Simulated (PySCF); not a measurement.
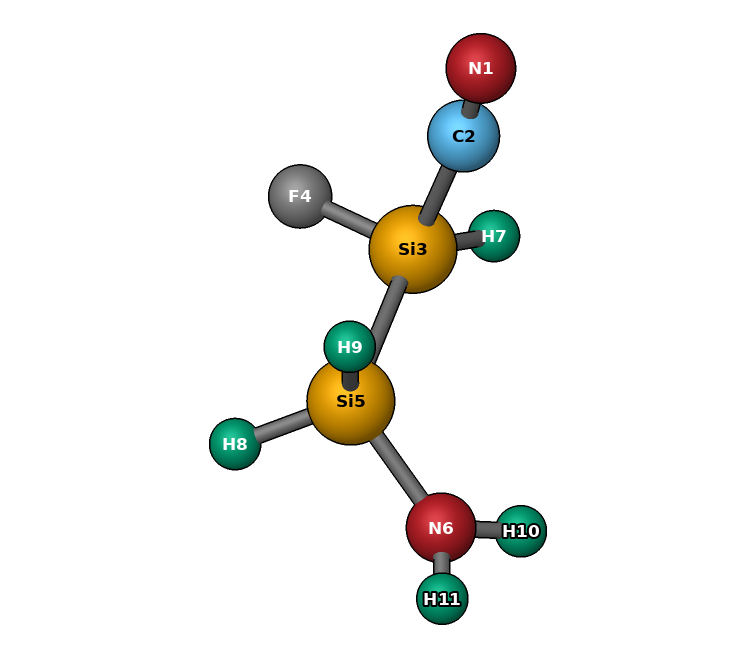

Geometry: a frame of a GFN2-xTB molecular-dynamics simulation, not a minimum. Level of theory: GIAO PBE0/pcSseg-1 NMR shielding, non-relativistic, gas phase (PySCF 2.14.0). Principal shieldings σ11 ≤ σ22 ≤ σ33, span Ω = σ33 − σ11, skew κ = 3(σiso − σ22)/Ω.

Give the shielding tensors of the F atoms.

```tsv
atom	σ11	σ22	σ33	σiso	Ω	κ
F4	343.2	350.5	463.8	385.8	120.6	0.88
```

Shieldings and span in ppm.
